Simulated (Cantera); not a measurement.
Feed: 1 mol Si, a varied amount of HCl, equilibrated at 1300 °C and 0.000940 bar.

Method: chemical equilibrium by Gibbs-energy minimisation in Cantera with the NASA 1993 tables (ideal gas, pure condensed phases). Candidate condensed phases: Si; 19 gas species. The tables' values for SiCl3, SiCl are old estimates; treat these amounts as uncertain. Equilibrium is a limit: real reactors are often held back by kinetics, nucleation or transport.

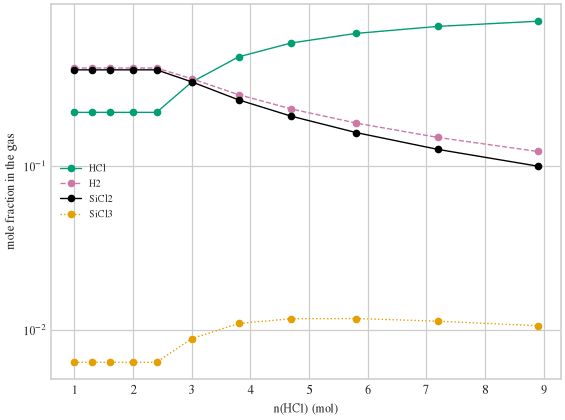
*Equilibrium gas composition (values under 1e-9 drawn at 1e-9)*

Read off the mole fractions at 7.2 mol HCl.

HCl about 0.71, H2 about 0.15, SiCl2 about 0.13, SiCl3 about 0.011.
